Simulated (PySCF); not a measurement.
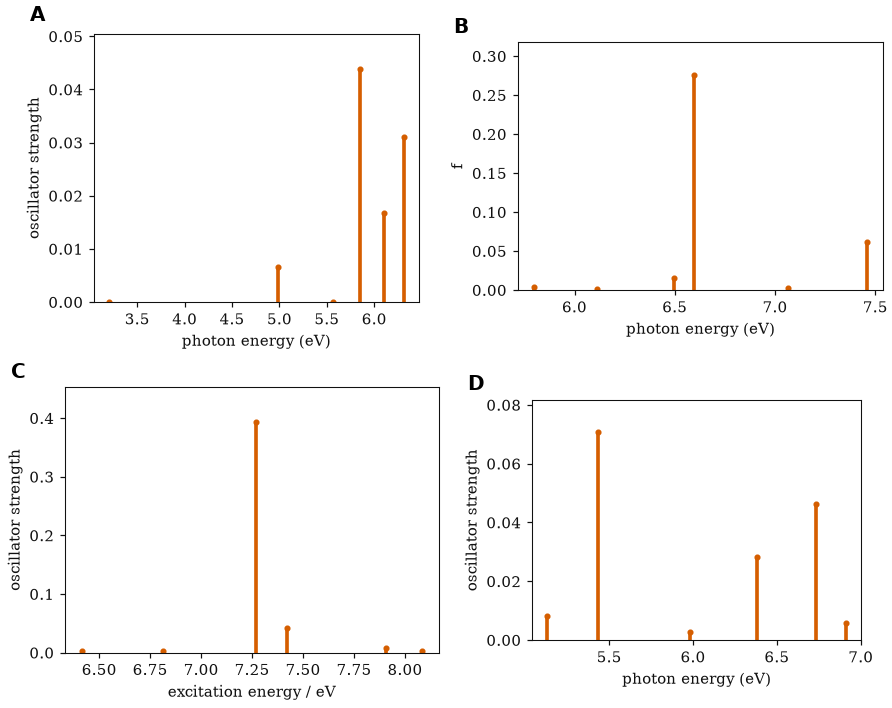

Vertical TDDFT excitations, PBE0/def2-SVPD with PySCF 2.14.0, at a GFN2-xTB geometry (no frequency check), gas phase. Each panel shows the lowest singlet states that were computed.

Question: Which panel belongs to which molecule?
1. C₆H₉F, SMILES C=C1[C@@H](C)[C@@H]1CF
2. C₄H₁₀AlN, SMILES [AlH2][N]1CCCC1, singlet
3. C₄H₇ClO, SMILES CO/C(C)=C/Cl
4. C₆H₆O₄, SMILES CC(=O)O[C@H]1C=COC1=O

Answer: A: 2 (S1 at 3.20 eV, brightest at 5.84 eV)
B: 3 (S1 at 5.80 eV, brightest at 6.60 eV)
C: 1 (S1 at 6.42 eV, brightest at 7.27 eV)
D: 4 (S1 at 5.13 eV, brightest at 5.43 eV)

Caveats, for all or some of the runs: core orbitals are frozen in the response; one conformer of a flexible molecule; states above the negative HOMO energy depend on the basis; the tight-binding geometry is rougher than a DFT one and adds to the error.
